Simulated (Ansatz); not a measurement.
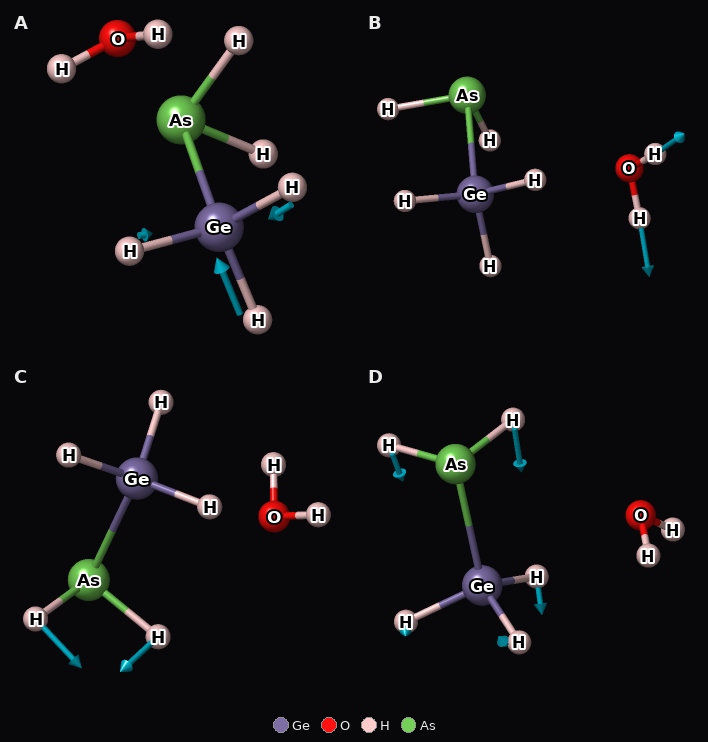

4 normal modes of one molecule or complex, as arrows. Harmonic vibrations computed with RKS PBE0-D4/def2-TZVP (Ansatz 0.2.0) at a stationary point of the same level.

Match the panels to the wavenumbers 649 cm⁻¹, 991 cm⁻¹, 2133 cm⁻¹, 3846 cm⁻¹.

Answer. A: 2133 cm⁻¹, in-phase stretching of 2 Ge–H bonds
B: 3846 cm⁻¹, in-phase stretching of 2 O–H bonds
C: 991 cm⁻¹, H–As–H bending
D: 649 cm⁻¹, Ge–As–H bending
